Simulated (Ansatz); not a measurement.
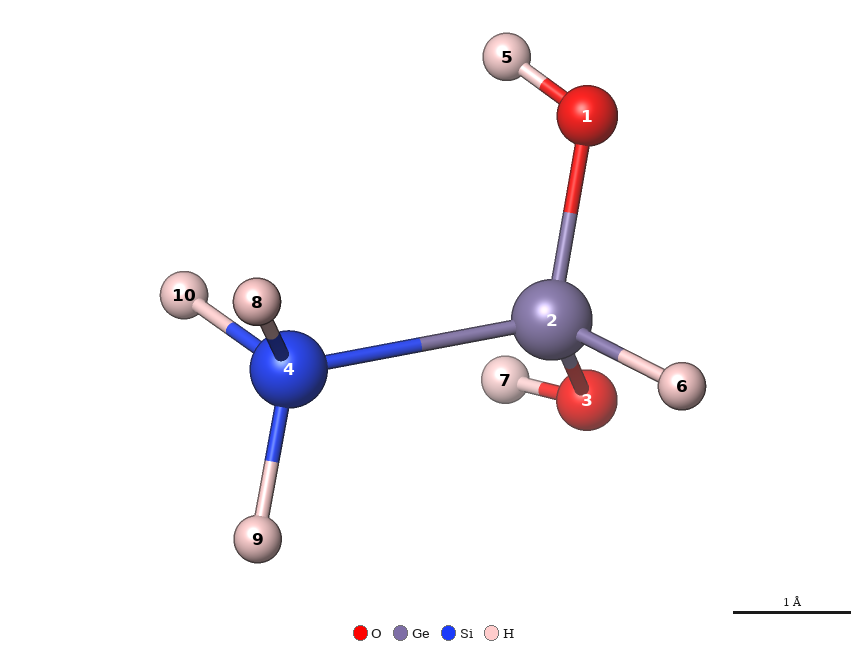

Orthographic view. Atoms fade into the background with distance from the viewer. Computed geometry: PBE0-D4/def2-TZVP optimisation.

Write a Z-matrix (Å, degrees) in the order of the atom numbers, with these reference atoms: 2 to 1; 3 to 2, 1; 4 to 2, 1, 3; 5 to 1, 2, 3; 6 to 2, 1, 5; 7 to 3, 2, 6; 8 to 4, 2, 6; 9 to 4, 8, 2; 10 to 4, 8, 9.

```
O  
Ge   1   1.783
O    2   1.783   1   110.3
Si   2   2.396   1   109.9   3  -121.1
H    1   0.959   2   113.6   3    75.7
H    2   1.531   1   104.2   5  -172.9
H    3   0.959   2   113.6   6   171.9
H    4   1.485   2   110.5   6    61.3
H    4   1.485   8   109.7   2   122.1
H    4   1.490   8   108.9   9   119.2
```
